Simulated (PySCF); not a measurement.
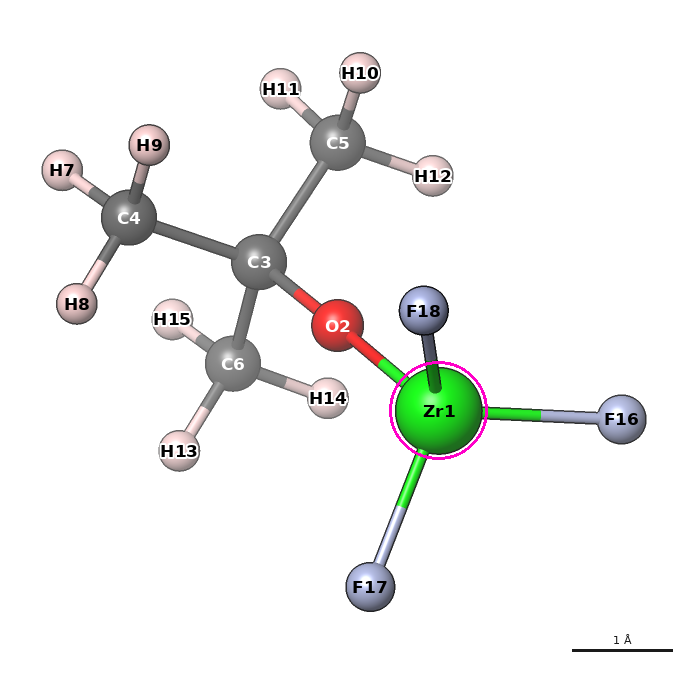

Orthographic view. Distant atoms are faded towards the background colour. Charge 0, singlet. The geometry was computed by an optimisation with PBE0-D3(BJ)/def2-SVP. No frequency run is at hand to confirm it as a minimum.

**Which atoms are bonded to the circled atom?**

The circled atom is Zr1; it is bonded to O2, F16, F17, F18.

**What is the shortest path along bonds from the circled atom to C6?**

Zr1–O2–C3–C6, 3 bonds; through space the two are 4.04 Å apart.

**Of C4 and H9, which is nearer the viewer?**

H9; the bond to C4 points away from the viewer, so it looks shorter than its 1.10 Å.

**Which atom is nearest the viewer?**

F18, 3.6 Å in front of the mean position.
